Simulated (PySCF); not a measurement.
Input file:

```
{"job": {"kind": "nmr", "xc": "PBE0", "basis": "pcSseg-1"}, "charge": 0, "multiplicity": 1}
F     -1.757418    -1.426421     0.065985
Si    -1.183297     0.065497    -0.096464
Si     1.082731    -0.008846     0.075865
F      1.718835    -0.513095     1.443139
F      1.892929    -0.854717    -0.999504
F      1.719604     1.441423    -0.081561
H     -1.818231     0.816263     0.981637
H     -1.646096     0.489309    -1.413661
```

Run with:

```sh
OMP_NUM_THREADS=1 python probes_run.py task.json out
```

Geometry: GFN2-xTB.

The calculation used PySCF, PBE0/pcSseg-1, SCF density, gas phase, non-relativistic.

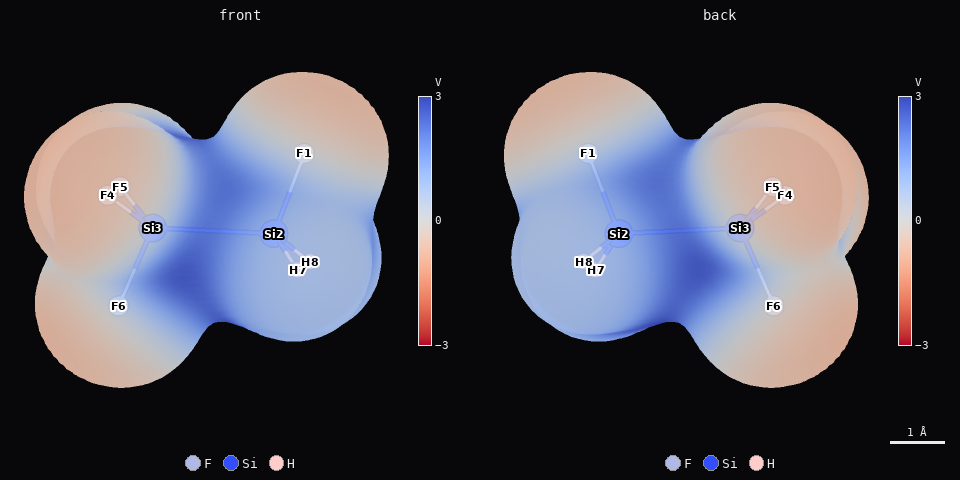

F₄H₂Si₂ (SMILES F[SiH2][Si](F)(F)F). The molecular electrostatic potential painted on the density surface at 0.002 e/bohr³, seen from the front and from behind; the colour scale runs from red (negative) to blue (positive).

Q: Which sites attract a positive test charge, and which a negative one?

A: A positive charge is drawn to the negative regions and a negative charge to the positive ones. The most negative region (about −0.8 V, or −18 kcal/mol for a unit charge) lies over F4, F5 and F6, the most positive (about +2.8 V, or +65 kcal/mol for a unit charge) over Si2.

Q: What dipole moment does the calculation give?

A: Its dipole moment is 2.64 D.
